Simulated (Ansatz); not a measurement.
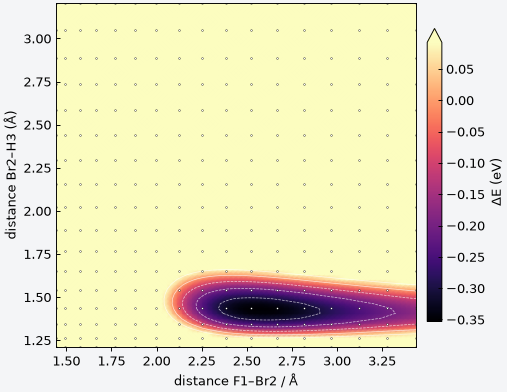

The system F⁻ + BrH. Coordinates scanned: (1) distance F1–Br2; (2) distance Br2–H3. Nothing is relaxed (the angle F1–Br2–H3 is fixed at 180 degrees). The scan uses a 17 × 17 grid. All energies are given in eV relative to F with charge -1 far from the relaxed BrH (each part in its own basis). The reference is spin-restricted, so regions where a bond is pulled apart into radicals lie too high. All numbers below come from RHF/def2-TZVPD in Ansatz.

The picture shows a smooth colour map with a few white contour lines, dots at the grid points, one colour for all values above the top of the scale. Between grid points the surface is interpolated.

Question: Where is the minimum, and how stiff is the well along each coordinate?

Answer: The interpolated minimum is at distance F1–Br2 ≈ 2.571 Å, distance Br2–H3 ≈ 1.427 Å. The curvatures there are about 1.5 eV/Å² and 26 eV/Å², with a cross term of about 1.1 eV/Å². Round the minimum the valley is somewhat tilted: raising distance F1–Br2 shifts the best value of distance Br2–H3 downwards (coupling k₁₂/√(k₁₁k₂₂) about 0.2).
